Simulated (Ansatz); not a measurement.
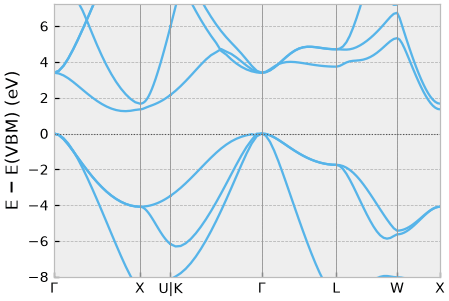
Fig. 1. Band structure from the program Ansatz at the PBE level (PAW)

Task: Read off the gap and where the band edges lie.

Result: About 1.2 eV (1.25 eV by a search for the band edges); maximum at Γ, minimum on the Γ–X line, 83 % of the way from Γ.

The material is BP (zinc blende, F-43m).

The PBE relaxation kept the symmetry of its start; phonons on a q-mesh show no instability.

Potentials: the later of the program's two PAW sets.
